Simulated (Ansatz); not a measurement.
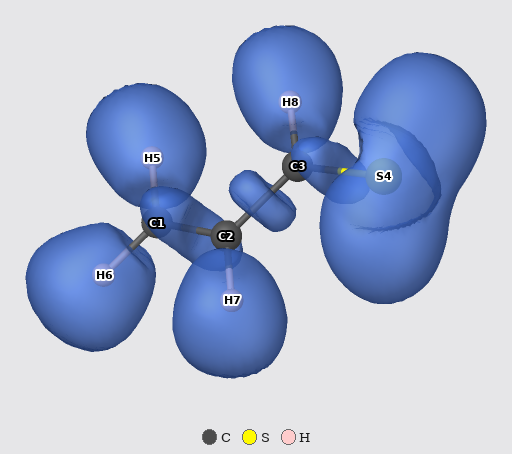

C₃H₄S. Isosurface of the electron localisation function at 0.8 (blue), seen at a tilt. Only the valence region is drawn (cores and ρ < 0.01 e/Å³ removed).

Geometry: PBE0-D4/def2-TZVP.

These are results of RKS PBE0-D4/def2-TZVPP in Ansatz 0.2.0, not measurements.

```yaml
atoms:
  - { symbol: C, position_ang: [-0.3855, 1.0264, -0.6229] }
  - { symbol: C, position_ang: [-0.4604, -0.1629, -0.0191] }
  - { symbol: C, position_ang: [0.7020, -0.8045, 0.5441] }
  - { symbol: S, position_ang: [0.7047, -2.2393, 1.2908] }
  - { symbol: H, position_ang: [0.5600, 1.5522, -0.7096] }
  - { symbol: H, position_ang: [-1.2592, 1.5075, -1.0456] }
  - { symbol: H, position_ang: [-1.4040, -0.6923, 0.0699] }
  - { symbol: H, position_ang: [1.6347, -0.2443, 0.4369] }
```

### Identify the bonds, lone pairs and shells in this picture.

The ELF exceeds this value in two regions between bonded C–C atoms (shared pairs), one region between bonded C–S atoms (shared pairs), four regions around hydrogen nuclei and one ring or bowl of non-bonding electrons around S. Along the contacts the grid gives the following. C–C (1.34 Å): the ELF peaks at about 0.95 between the atoms; a multiple bond. C–S (1.62 Å): the ELF peaks at about 0.90 between the atoms: localised, covalent bonding.
